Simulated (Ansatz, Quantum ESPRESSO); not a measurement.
# Gate doping of 1T-TiO2, 2 layers, AB stacking, part 3 of 9

How rigid are the bands of 1T-TiO2, 2 layers, AB stacking under field-effect doping?

Quantum ESPRESSO 7.5; plane-wave DFT, PBE, GBRV ultrasoft pseudopotentials; geometry by Ansatz 0.2.0 with PAW datasets.

So far. Step 3 (SCF with pw.x: neutral sheet, no gate): The run needed 24 iterations to bring the estimated error under 1e-07 Ry.

### Step 6. Band structure: neutral sheet, no gate

A bands run reads the converged density and follows the path given under K_POINTS.

File g0.bands.in:

```
&control
  prefix = 'g0.bands'
  outdir = './out'
  pseudo_dir = './pseudo'
  calculation = 'bands'
  tefield = .true.
  dipfield = .true.
/
&system
  ibrav = 0
  nat = 6
  ntyp = 2
  ecutwfc = 40
  ecutrho = 200
  occupations = 'smearing'
  smearing = 'fd'
  degauss = 0.004
  edir = 3
  emaxpos = 0.179911
  eopreg = 0.01
  eamp = 0.0
  nbnd = 30
/
&electrons
  conv_thr = 1e-07
  mixing_beta = 0.4
  electron_maxstep = 120
  mixing_mode = 'local-TF'
/
ATOMIC_SPECIES
  O   15.9990  o_pbe_v1.2.uspp.F.UPF
  Ti  47.8670  ti_pbe_v1.4.uspp.F.UPF
CELL_PARAMETERS angstrom
  2.97899948869649 -0.00000000000000 -0.00000000000000
  -1.48949974434824 2.57988923507201 0.00000000000000
  -0.00000000000000 0.00000000000000 30.22238424610000
ATOMIC_POSITIONS crystal
  O   0.666666666667 0.333333333333 0.393906882657
  Ti  0.000000000000 0.000000000000 0.425961922492
  O   0.333333333333 0.666666666667 0.457777996127
  O   -0.000000000000 0.000000000000 0.542222005052
  Ti  0.333333333333 0.666666666667 0.574038074779
  O   0.666666666667 0.333333333333 0.606093118894
K_POINTS crystal_b
4
  0.0000000000 0.0000000000 0.0000000000 14
  0.5000000000 0.0000000000 0.0000000000 14
  0.3333333333 0.3333333333 0.0000000000 14
  0.0000000000 0.0000000000 0.0000000000 1
```

The run is started by

```sh
> cp -r out/g0.save out/g0.bands.save
> cp out/g0.xml out/g0.bands.xml
> OMP_NUM_THREADS=1 mpirun -n 4 pw.x -nk 4 -in g0.bands.in > g0.bands.out
```

Log:

```text
[banner, memory and clock lines left out]
Program PWSCF v.7.5 starts

          URL

     Presently no symmetry can be used with electric field

     Atomic positions and unit cell read from directory:
     ./out/g0.bands.save/

     G-vector sticks info

     bravais-lattice index     =            0
     lattice parameter (alat)  =       5.6295  a.u.
     unit-cell volume          =    1567.4612 (a.u.)^3
     number of atoms/cell      =            6
     number of atomic types    =            2
     number of electrons       =        48.00
     number of Kohn-Sham states=           30
     kinetic-energy cutoff     =      40.0000  Ry
     charge density cutoff     =     200.0000  Ry
     Exchange-correlation=  SLA  PW   PBX  PBC
                           (   1   4   3   4   0   0   0)

     celldm(1)=   5.629493  celldm(2)=   0.000000  celldm(3)=   0.000000
     celldm(4)=   0.000000  celldm(5)=   0.000000  celldm(6)=   0.000000

     crystal axes: (cart. coord. in units of alat)
               a(1) = (   1.000000  -0.000000  -0.000000 )
               a(2) = (  -0.500000   0.866025   0.000000 )
               a(3) = (  -0.000000   0.000000  10.145146 )

     reciprocal axes: (cart. coord. in units 2 pi/alat)
               b(1) = (  1.000000  0.577350  0.000000 )
               b(2) = (  0.000000  1.154701  0.000000 )
               b(3) = (  0.000000  0.000000  0.098569 )

     PseudoPot. # 1 for O  read from file:
     ./pseudo/o_pbe_v1.2.uspp.F.UPF
     Pseudo is Ultrasoft + core correction, Zval =  6.0
     Generated by new atomic code, or converted to UPF format
     Using radial grid of  737 points,  5 beta functions with:
                l(1) =   0
                l(2) =   0
                l(3) =   1
                l(4) =   1
                l(5) =   2
     Q(r) pseudized with  8 coefficients,  rinner =    0.900   0.900   0.900
                                                       0.900   0.900

     PseudoPot. # 2 for Ti read from file:
     ./pseudo/ti_pbe_v1.4.uspp.F.UPF
     Pseudo is Ultrasoft + core correction, Zval = 12.0
     Generated by new atomic code, or converted to UPF format
     Using radial grid of  851 points,  6 beta functions with:
                l(1) =   0
                l(2) =   0
                l(3) =   1
                l(4) =   1
                l(5) =   2
                l(6) =   2
     Q(r) pseudized with  6 coefficients,  rinner =    1.000   1.000   1.000
                                                       1.000   1.000

     atomic species   valence    mass     pseudopotential
     O                 6.00    15.99900     O ( 1.00)
     Ti               12.00    47.86700     Ti( 1.00)

     No symmetry found

   Cartesian axes

     site n.     atom                  positions (alat units)
         1        O      tau(   1) = (   0.5000000   0.2886751   3.9962428  )
         2        Ti     tau(   2) = (   0.0000000   0.0000000   4.3214458  )
         3        O      tau(   3) = (  -0.0000000   0.5773503   4.6442245  )
         4        O      tau(   4) = (  -0.0000000   0.0000000   5.5009213  )
         5        Ti     tau(   5) = (  -0.0000000   0.5773503   5.8237000  )
         6        O      tau(   6) = (   0.5000000   0.2886751   6.1489031  )

     number of k points=    43  Fermi-Dirac smearing, width (Ry)=  0.0040
                       cart. coord. in units 2pi/alat
        k(    1) = (   0.0000000   0.0000000   0.0000000), wk =   0.0465116
        k(    2) = (   0.0357143   0.0206197   0.0000000), wk =   0.0465116
        k(    3) = (   0.0714286   0.0412393   0.0000000), wk =   0.0465116
        k(    4) = (   0.1071429   0.0618590   0.0000000), wk =   0.0465116
        k(    5) = (   0.1428571   0.0824786   0.0000000), wk =   0.0465116
        k(    6) = (   0.1785714   0.1030983   0.0000000), wk =   0.0465116
        k(    7) = (   0.2142857   0.1237179   0.0000000), wk =   0.0465116
        k(    8) = (   0.2500000   0.1443376   0.0000000), wk =   0.0465116
        k(    9) = (   0.2857143   0.1649572   0.0000000), wk =   0.0465116
        k(   10) = (   0.3214286   0.1855769   0.0000000), wk =   0.0465116
        k(   11) = (   0.3571429   0.2061965   0.0000000), wk =   0.0465116
        k(   12) = (   0.3928571   0.2268162   0.0000000), wk =   0.0465116
        k(   13) = (   0.4285714   0.2474358   0.0000000), wk =   0.0465116
        k(   14) = (   0.4642857   0.2680555   0.0000000), wk =   0.0465116
        k(   15) = (   0.5000000   0.2886751   0.0000000), wk =   0.0465116
        k(   16) = (   0.4880952   0.3092948   0.0000000), wk =   0.0465116
        k(   17) = (   0.4761905   0.3299144   0.0000000), wk =   0.0465116
        k(   18) = (   0.4642857   0.3505341   0.0000000), wk =   0.0465116
        k(   19) = (   0.4523810   0.3711537   0.0000000), wk =   0.0465116
        k(   20) = (   0.4404762   0.3917734   0.0000000), wk =   0.0465116
        k(   21) = (   0.4285714   0.4123930   0.0000000), wk =   0.0465116
        k(   22) = (   0.4166667   0.4330127   0.0000000), wk =   0.0465116
        k(   23) = (   0.4047619   0.4536324   0.0000000), wk =   0.0465116
        k(   24) = (   0.3928571   0.4742520   0.0000000), wk =   0.0465116
        k(   25) = (   0.3809524   0.4948717   0.0000000), wk =   0.0465116
        k(   26) = (   0.3690476   0.5154913   0.0000000), wk =   0.0465116
        k(   27) = (   0.3571429   0.5361110   0.0000000), wk =   0.0465116
        k(   28) = (   0.3452381   0.5567306   0.0000000), wk =   0.0465116
        k(   29) = (   0.3333333   0.5773503   0.0000000), wk =   0.0465116
        k(   30) = (   0.3095238   0.5361110   0.0000000), wk =   0.0465116
        k(   31) = (   0.2857143   0.4948717   0.0000000), wk =   0.0465116
        k(   32) = (   0.2619048   0.4536324   0.0000000), wk =   0.0465116
        k(   33) = (   0.2380952   0.4123930   0.0000000), wk =   0.0465116
        k(   34) = (   0.2142857   0.3711537   0.0000000), wk =   0.0465116
        k(   35) = (   0.1904762   0.3299144   0.0000000), wk =   0.0465116
        k(   36) = (   0.1666667   0.2886751   0.0000000), wk =   0.0465116
        k(   37) = (   0.1428571   0.2474358   0.0000000), wk =   0.0465116
        k(   38) = (   0.1190476   0.2061965   0.0000000), wk =   0.0465116
        k(   39) = (   0.0952381   0.1649572   0.0000000), wk =   0.0465116
        k(   40) = (   0.0714286   0.1237179   0.0000000), wk =   0.0465116
        k(   41) = (   0.0476190   0.0824786   0.0000000), wk =   0.0465116
        k(   42) = (   0.0238095   0.0412393   0.0000000), wk =   0.0465116
        k(   43) = (   0.0000000   0.0000000   0.0000000), wk =   0.0465116

[...]
-0.8621  -0.6900  -0.0003   0.0119   0.0728   0.0775

          k = 0.4286 0.4124 0.0000 (  6712 PWs)   bands (ev):

   -60.0365 -60.0332 -36.6655 -36.6621 -36.2963 -36.2929 -36.2506 -36.2473
   -20.2338 -20.2035 -19.6631 -19.6402  -8.1485  -7.9508  -7.0850  -7.0217
    -6.1140  -5.8061  -5.7407  -5.6422  -5.3253  -5.2039  -4.6905  -4.4150
    -0.8471  -0.6894   0.0151   0.0310   0.0932   0.0964

          k = 0.4167 0.4330 0.0000 (  6688 PWs)   bands (ev):

   -60.0355 -60.0322 -36.6513 -36.6479 -36.3208 -36.3174 -36.2490 -36.2457
   -20.1942 -20.1659 -19.6895 -19.6690  -8.0536  -7.8568  -7.1515  -7.0794
    -6.0851  -5.8185  -5.7796  -5.6831  -5.3541  -5.1905  -4.7300  -4.4385
    -0.8393  -0.6981   0.0341   0.0529   0.1158   0.1210

          k = 0.4048 0.4536 0.0000 (  6682 PWs)   bands (ev):

   -60.0345 -60.0311 -36.6353 -36.6319 -36.3473 -36.3439 -36.2475 -36.2442
   -20.1517 -20.1257 -19.7182 -19.7002  -7.9498  -7.7542  -7.2095  -7.1299
    -6.1176  -5.9666  -5.7888  -5.6000  -5.3551  -5.1778  -4.7733  -4.4708
    -0.8388  -0.7155   0.0563   0.0769   0.1401   0.1480

          k = 0.3929 0.4743 0.0000 (  6674 PWs)   bands (ev):

   -60.0335 -60.0301 -36.6176 -36.6142 -36.3752 -36.3718 -36.2459 -36.2426
   -20.1075 -20.0843 -19.7483 -19.7332  -7.8401  -7.6464  -7.2586  -7.1724
    -6.2113  -6.1219  -5.7519  -5.5163  -5.3396  -5.1701  -4.8172  -4.5122
    -0.8444  -0.7398   0.0813   0.1019   0.1642   0.1737

          k = 0.3810 0.4949 0.0000 (  6658 PWs)   bands (ev):

   -60.0325 -60.0291 -36.5985 -36.5951 -36.4038 -36.4004 -36.2445 -36.2412
   -20.0631 -20.0430 -19.7791 -19.7671  -7.7292  -7.5380  -7.2981  -7.2067
    -6.3305  -6.2718  -5.6907  -5.4402  -5.3166  -5.1733  -4.8554  -4.5629
    -0.8534  -0.7683   0.1079   0.1268   0.1857   0.1954

          k = 0.3690 0.5155 0.0000 (  6648 PWs)   bands (ev):

   -60.0317 -60.0283 -36.5781 -36.5747 -36.4323 -36.4289 -36.2432 -36.2399
   -20.0200 -20.0034 -19.8096 -19.8009  -7.6241  -7.4365  -7.3266  -7.2315
    -6.4498  -6.4083  -5.6187  -5.3752  -5.2919  -5.1945  -4.8786  -4.6216
    -0.8630  -0.7980   0.1351   0.1500   0.2023   0.2106

          k = 0.3571 0.5361 0.0000 (  6634 PWs)   bands (ev):

   -60.0310 -60.0277 -36.5566 -36.5533 -36.4601 -36.4568 -36.2422 -36.2389
   -19.9801 -19.9674 -19.8386 -19.8331  -7.5370  -7.3562  -7.3406  -7.2432
    -6.5515  -6.5222  -5.5408  -5.3257  -5.2696  -5.2370  -4.8792  -4.6859
    -0.8700  -0.8260   0.1612   0.1700   0.2121   0.2181

          k = 0.3452 0.5567 0.0000 (  6644 PWs)   bands (ev):

   -60.0306 -60.0272 -36.5343 -36.5309 -36.4866 -36.4833 -36.2415 -36.2383
   -19.9467 -19.9386 -19.8639 -19.8603  -7.4857  -7.3350  -7.3190  -7.2344
    -6.6182  -6.6017  -5.4600  -5.3125  -5.2808  -5.2537  -4.8556  -4.7514
    -0.8716  -0.8491   0.1830   0.1861   0.2144   0.2177

          k = 0.3333 0.5774 0.0000 (  6642 PWs)   bands (ev):

   -60.0304 -60.0271 -36.5124 -36.5099 -36.5090 -36.5066 -36.2413 -36.2380
   -19.9297 -19.9272 -19.8763 -19.8727  -7.4727  -7.3215  -7.3182  -7.2250
    -6.6366  -6.6339  -5.3806  -5.3791  -5.2769  -5.2479  -4.8120  -4.8100
    -0.8665  -0.8634   0.1904   0.1989   0.2111   0.2143

          k = 0.3095 0.5361 0.0000 (  6660 PWs)   bands (ev):

   -60.0311 -60.0278 -36.5520 -36.5487 -36.4638 -36.4605 -36.2424 -36.2391
   -19.9650 -19.9511 -19.8561 -19.8497  -7.4971  -7.3733  -7.3293  -7.2384
    -6.5701  -6.5534  -5.5427  -5.3135  -5.3094  -5.2168  -4.8672  -4.6788
    -0.8656  -0.8205   0.1610   0.1645   0.2051   0.2312

          k = 0.2857 0.4949 0.0000 (  6668 PWs)   bands (ev):

   -60.0334 -60.0300 -36.5788 -36.5755 -36.4163 -36.4129 -36.2458 -36.2425
   -20.0023 -19.9765 -19.8549 -19.8404  -7.5391  -7.4513  -7.3573  -7.2312
    -6.4414  -6.4344  -5.6968  -5.4208  -5.3961  -5.1585  -4.7780  -4.5155
    -0.8165  -0.7293   0.1032   0.1076   0.1783   0.2279

          k = 0.2619 0.4536 0.0000 (  6670 PWs)   bands (ev):

   -60.0373 -60.0339 -36.5889 -36.5855 -36.3702 -36.3668 -36.2515 -36.2482
   -20.0256 -19.9841 -19.8885 -19.8680  -7.5563  -7.4841  -7.3805  -7.2175
    -6.3766  -6.3285  -5.8163  -5.5364  -5.5067  -5.1775  -4.5880  -4.3412
    -0.7207  -0.5982   0.0463   0.0495   0.1252   0.1954

          k = 0.2381 0.4124 0.0000 (  6686 PWs)   bands (ev):

   -60.0429 -60.0396 -36.5808 -36.5775 -36.3280 -36.3246 -36.2585 -36.2552
   -20.0452 -19.9710 -19.9456 -19.9355  -7.5406  -7.4478  -7.3944  -7.2206
    -6.3794  -6.3051  -5.8846  -5.6027  -5.5997  -5.2432  -4.3685  -4.1717
    -0.5987  -0.4528   0.0098   0.0168   0.0486   0.1340

          k = 0.2143 0.3712 0.0000 (  6686 PWs)   bands (ev):

   -60.0502 -60.0468 -36.5548 -36.5515 -36.2983 -36.2949 -36.2591 -36.2558
   -20.1205 -20.0428 -19.9639 -19.9352  -7.5587  -7.3448  -7.3356  -7.2536
    -6.4399  -6.3910  -5.9113  -5.6213  -5.5904  -5.3393  -4.1515  -4.0243
    -0.4887  -0.3446  -0.0532   0.0230   0.0356   0.0531

          k = 0.1905 0.3299 0.0000 (  6686 PWs)   bands (ev):

   -60.0587 -60.0554 -36.5124 -36.5090 -36.2988 -36.2954 -36.2359 -36.2325
   -20.2584 -20.1813 -19.9316 -19.8807  -7.6206  -7.3169  -7.2093  -7.1934
    -6.5564  -6.5350  -5.9292  -5.5296  -5.5256  -5.4216  -3.9585  -3.9188
    -0.4280  -0.3173  -0.1685  -0.0736   0.1062   0.1336

          k = 0.1667 0.2887 0.0000 (  6717 PWs)   bands (ev):

   -60.0682 -60.0648 -36.4565 -36.4531 -36.3123 -36.3088 -36.2058 -36.2024
   -20.4248 -20.3431 -19.8768 -19.8101  -7.6839  -7.3897  -7.0963  -7.0539
    -6.7566  -6.6351  -5.8931  -5.5579  -5.3552  -5.3087  -3.8751  -3.8097
    -0.4232  -0.3497  -0.2982  -0.2094   0.2100   0.2607

          k = 0.1429 0.2474 0.0000 (  6725 PWs)   bands (ev):

   -60.0781 -60.0747 -36.3913 -36.3879 -36.3286 -36.3250 -36.1784 -36.1750
   -20.6037 -20.5170 -19.8094 -19.7286  -7.7284  -7.4568  -7.0673  -7.0150
    -6.9642  -6.7054  -5.7314  -5.5316  -5.1358  -5.0999  -3.9063  -3.7224
    -0.4641  -0.4389  -0.4195  -0.3619   0.3153   0.3777

          k = 0.1190 0.2062 0.0000 (  6733 PWs)   bands (ev):

   -60.0877 -60.0844 -36.3452 -36.3416 -36.3218 -36.3184 -36.1552 -36.1518
   -20.7820 -20.6911 -19.7365 -19.6425  -7.7461  -7.5052  -7.1640  -7.1231
    -7.0884  -6.7774  -5.4407  -5.3504  -4.8964  -4.8581  -4.0114  -3.7044
    -0.5861  -0.5441  -0.5237  -0.5206   0.4062   0.4743

          k = 0.0952 0.1650 0.0000 (  6735 PWs)   bands (ev):

   -60.0967 -60.0933 -36.3608 -36.3571 -36.2538 -36.2504 -36.1365 -36.1331
   -20.9476 -20.8533 -19.6648 -19.5589  -7.7401  -7.5291  -7.3339  -7.2224
    -7.1958  -6.8902  -5.0766  -5.0485  -4.6635  -4.6066  -4.1667  -3.7491
    -0.7327  -0.6873  -0.6563  -0.6475   0.4781   0.5503

          k = 0.0714 0.1237 0.0000 (  6737 PWs)   bands (ev):

   -60.1043 -60.1009 -36.3742 -36.3705 -36.1932 -36.1898 -36.1222 -36.1188
   -21.0894 -20.9928 -19.6009 -19.4848  -7.7325  -7.5290  -7.4510  -7.3227
    -7.2983  -7.0166  -4.7117  -4.7015  -4.5055  -4.3682  -4.2789  -3.8347
    -0.8686  -0.8404  -0.7928  -0.7896   0.5304   0.6070

          k = 0.0476 0.0825 0.0000 (  6733 PWs)   bands (ev):

   -60.1101 -60.1067 -36.3845 -36.3808 -36.1453 -36.1420 -36.1121 -36.1087
   -21.1980 -21.0998 -19.5507 -19.4266  -7.7593  -7.5110  -7.4837  -7.4040
    -7.3803  -7.1280  -4.6564  -4.3782  -4.3164  -4.1815  -4.1683  -3.9298
    -0.9813  -0.9699  -0.9343  -0.9287   0.5644   0.6455

          k = 0.0238 0.0412 0.0000 (  6721 PWs)   bands (ev):

   -60.1137 -60.1104 -36.3910 -36.3872 -36.1147 -36.1113 -36.1061 -36.1027
   -21.2662 -21.1671 -19.5185 -19.3894  -7.8020  -7.4863  -7.4647  -7.4557
    -7.4332  -7.2071  -4.7728  -4.1424  -4.0802  -4.0677  -4.0371  -4.0002
    -1.0596  -1.0562  -1.0455  -1.0387   0.5828   0.6674

          k = 0.0000 0.0000 0.0000 (  6715 PWs)   bands (ev):

   -60.1150 -60.1116 -36.3932 -36.3894 -36.1041 -36.1041 -36.1008 -36.1008
   -21.2894 -21.1901 -19.5075 -19.3767  -7.8201  -7.4736  -7.4736  -7.4516
    -7.4516  -7.2373  -4.8201  -4.0557  -4.0299  -4.0299  -3.9863  -3.9863
    -1.0904  -1.0904  -1.0823  -1.0823   0.5885   0.6745

     XML data file, pseudopotentials, collected wavefunctions

                                        0.00s GPU  (     264 calls)
[key lines of the parts left out:]
Dipole field         -0.0000 Ry au,
```

Run time: 26 s. Hardware: 4 MPI ranks of Arm Neoverse V1, shared host; peak memory 0.36 GiB; 1.7 min of CPU time.

Read from the output:

| Item | Value |
| --- | --- |
| valence top, on the run's zero | -3.704 eV |
| gap by band count | 2.614 eV |

Band numbers count within the set of bands kept for display. Electronic bands along the path, in eV, zero at the highest filled level of the SCF mesh; v1 is the highest filled band, c1 the lowest empty one:

```
point     v4     v3     v2     v1    c1    c2    c3    c4
    Γ  -0.32  -0.32  -0.27  -0.27  2.62  2.62  2.63  2.63
    M  -1.36  -1.27  -0.87  -0.67  2.77  2.97  3.68  3.68
    K  -1.56  -1.53  -1.10  -1.10  2.85  2.85  3.90  3.91
    Γ  -0.32  -0.32  -0.27  -0.27  2.62  2.62  2.63  2.63
```

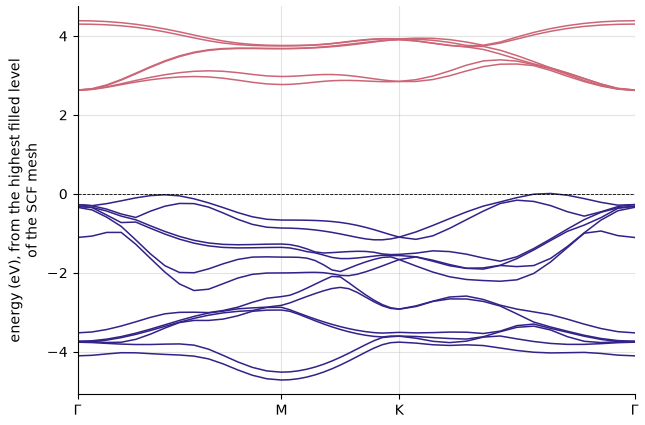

Electronic bands along the path; lines of filled and empty bands in two colours.

Along this path the valence top lies between K and Γ and the conduction bottom at Γ.

(Continued in part 4 of 9.)

[Logs are printed without paths, hosts, clocks, repeated set-up lines and the standing remarks that a program may print on its own settings, such as how far it seeks lower states.]

[Hosts, paths, dates, database ids (printed as entryN), source tags and the programs' standing remarks are cut or masked in the printed files.]

[Maps of the electrostatic potential energy from Ansatz leave out the sawtooth potential of an applied field or a dipole correction, so their vacuum need not be flat; planar profiles and work functions include it.]
